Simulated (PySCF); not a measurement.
Molecule: trisilane, H8Si3, SMILES [SiH3][SiH2][SiH3]. Atoms near the plane z = 0.0 Å, at the PBE0/def2-SVP optimised geometry (x, y, z in Å): Si2 (-0.5, -0.7, 0.0), H7 (1.0, -0.7, 0.0), H8 (-1.0, 0.7, 0.0).

Method: PBE0/def2-TZVP in PySCF 2.14.0. Cells within 0.4 Å of a nucleus heavier than hydrogen are left out (blank, or x). The values are rescaled to run from 0 to 1.

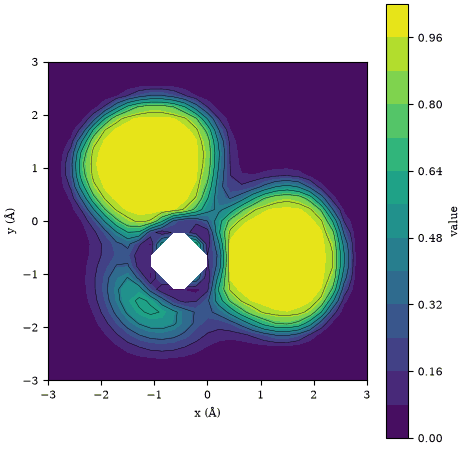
a field on the plane z = 0.0 Å.

Task: Which quantity is mapped?
A. deformation density (molecule minus spherical neutral atoms)
B. electrostatic potential
C. electron localisation function
D. an orbital amplitude

Result: C, electron localisation function
